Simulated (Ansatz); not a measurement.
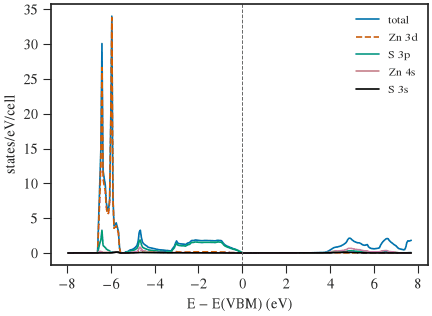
Fig. 1. Total and projected density of states of ZnS (zinc blende, F-43m), DFT-r²SCAN in the program Ansatz with PAW potentials

### Question
Which orbitals carry the states next to the gap?

### Answer
Top 1 eV of the valence band: S 3p 87 %, Zn 3d 9 %. Bottom 1 eV of the conduction band: Zn 4s 58 %, S 3s 27 %, S 3p 12 %. Projections are on Löwdin-orthogonalised atomic valence shells; empty p or d shells of many metals are not among them.

### Question
Where is the tallest occupied peak in this window, and what makes it?

### Answer
Near -5.9 eV, about 34 states/eV per cell; the largest projected share is Zn 3d.

The cell was relaxed with r²SCAN under the symmetry of its start.

Potentials: the later of the program's two PAW sets.
